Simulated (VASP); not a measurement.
Band structure of Tb (relaxed from the simple-cubic structure, space group Pm-3m). All values below come from PBEsol GGA, VASP's PBE PAW potentials (set 64) (plane waves; VASP 6.6.1).

The 4f electrons are frozen in the core of the lanthanide potential, so 4f levels, which can set the real gap, and their magnetism are missing.

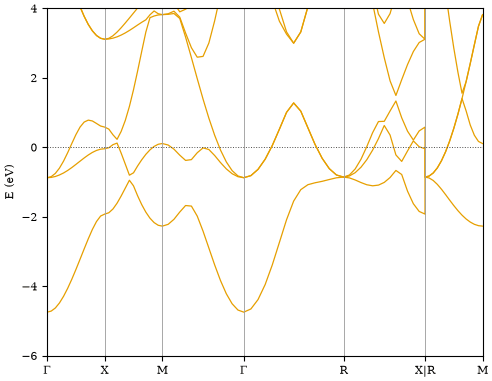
Figure: Bands along high-symmetry lines, zero at the valence-band maximum or, without a gap, the Fermi level

### Question
Read the plot: is there a gap, and where are the band edges?

### Answer
It has no gap at this level: it comes out as a metal or semimetal. (Edges off the drawn lines would not show.)

The structure was generated: Tb was put into the simple-cubic type (Pm-3m), which need not be its known phase. It was relaxed first, which changed the volume by -11 %.
